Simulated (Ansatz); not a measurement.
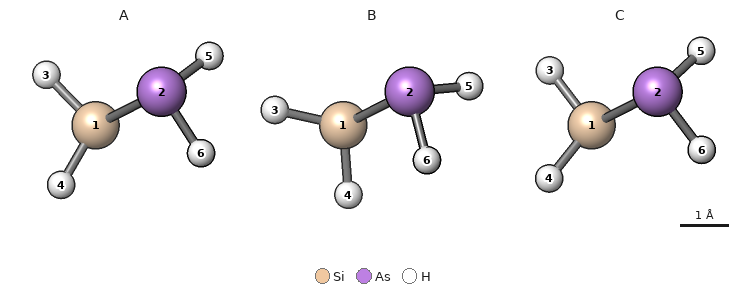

3 geometries from a converged minimum-energy path of SiAsH4 (multiplicity 2), shuffled. Style: ball-and-stick. Shown at a tilt.

These are results of Ansatz 0.2.0, UKS B3LYP-D4/def2-SVP, not measurements. Set-up: 7 movable images; climbing image; force threshold 0.05 eV/Å; iteration limit 51; starting path through a guess of the saddle point.

Question: Which frame is the transition state?

Answer: B. In order along the path, whose images run from 0 to 8: C (image 0, 0.00 kcal/mol), A (image 1, +0.13 kcal/mol), B (image 6, +1.93 kcal/mol). The motion is a rotation about the Si1–As2 bond by about 110°. No bond forms or breaks between the ends. Among the angles between lasting bonds that change up to the highest image: As2–Si1–H4 108.7° → 114.5°.
